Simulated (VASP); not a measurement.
Energy against volume of PbTe (rock salt). Computed with RPBE GGA, VASP's PBE PAW potentials (set 64) (plane waves; VASP).

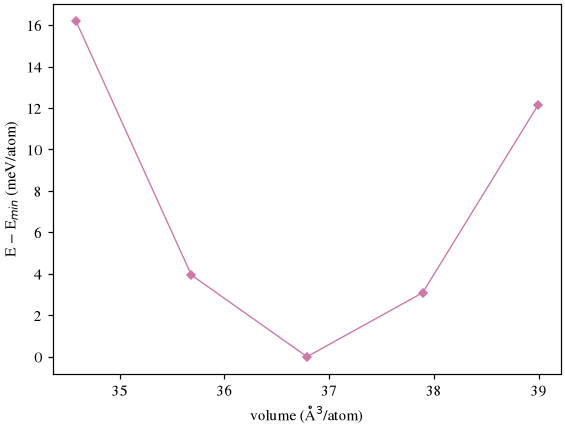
Figure: Energy against volume

Question: Estimate the equilibrium volume and the bulk modulus.

Answer: The minimum lies near 36.8 Å³/atom, and the curvature gives B0 of about 34 GPa.

Measured: bulk modulus 39.8 GPa at 300 K (computed value off by -14.9 %), as given by Kerstin Hummer et al., Physical Review B (2007), doi:10.1103/physrevb.75.195211; a 6.438 Å at 120 K (computed value off by +3.3 %), as given by Noda, Masumoto, Ohba, Saito, Toriumi, Iwata, Shibuya, Acta Cryst. C 43, 1443 (1987), by a structure database's card. The calculation is for a static lattice, while the measured bulk modulus, a hold thermal and zero-point effects, which are part of the difference.

The compound is PbTe in the rock salt structure. It was relaxed first, which changed the volume by +9 %.
